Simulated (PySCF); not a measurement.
System: C4H11BS.

Input

```
{"job": {"kind": "uv", "xc": "B3LYP", "basis": "def2-SVPD", "nstates": 8, "ntriplets": 3}, "charge": 0, "multiplicity": 1}
C      2.369179    -0.761622     0.708595
C      1.934895    -0.581194    -0.529256
B      0.700039     0.285373    -1.023663
S     -0.415619     0.739832     0.575441
C     -1.151921    -0.883338     0.931828
C     -1.843869     1.507053    -0.247881
H      1.884694    -0.297434     1.558329
H      3.233613    -1.364387     0.949497
H      2.493426    -1.075500    -1.320538
H     -0.057139    -0.310514    -1.726367
H      1.010572     1.350871    -1.451404
H     -1.565451    -1.301478     0.019934
H     -1.918731    -0.772529     1.692103
H     -0.351066    -1.519204     1.294106
H     -1.550881     2.513273    -0.528330
H     -2.679902     1.543371     0.443713
H     -2.098837     0.939458    -1.137483
```

Run with:

```sh
OMP_NUM_THREADS=1 python probes_run.py task.json out
```

Geometry: GFN2-xTB.

The calculation used B3LYP/def2-SVPD, SCF density, gas phase in PySCF.

What will maps of the electron density and electron localisation function show?

Answer. C–C (1.32 Å): ρ is about 2.3 e/Å³ halfway; the ELF peaks at about 0.90 between the atoms; a short, multiple covalent bond.
C–B (1.59 Å): ρ at the midpoint is about 1.4 e/Å³; the ELF peaks at about 1 between the atoms (localised, covalent bonding).
C–S (1.82 Å): ρ is about 1.3 e/Å³ halfway; the ELF peaks at about 0.95 between the atoms; a shared electron pair.
B–S (2.00 Å): ρ is about 0.88 e/Å³ halfway, with its minimum of 0.6 e/Å³ about 0.6 Å from B; the ELF peaks at about 0.95 between the atoms, as expected for localised, covalent bonding.

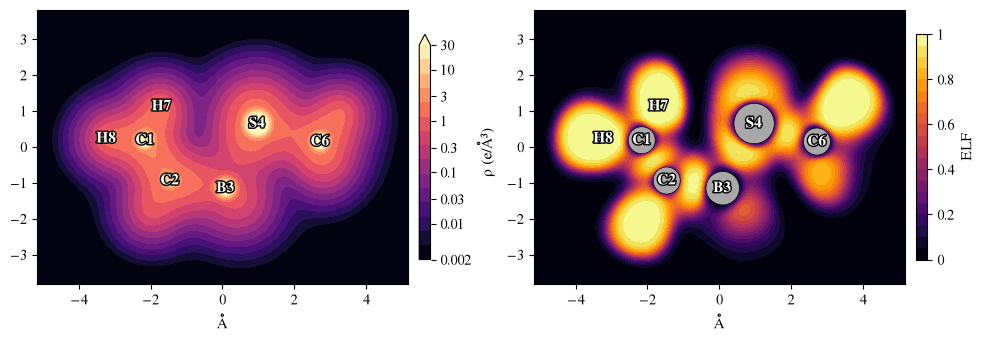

Computed electron density and electron localisation function on the plane of atoms B3, S4 and C6, in this order. Grey discs cover the atomic cores in the ELF map. 
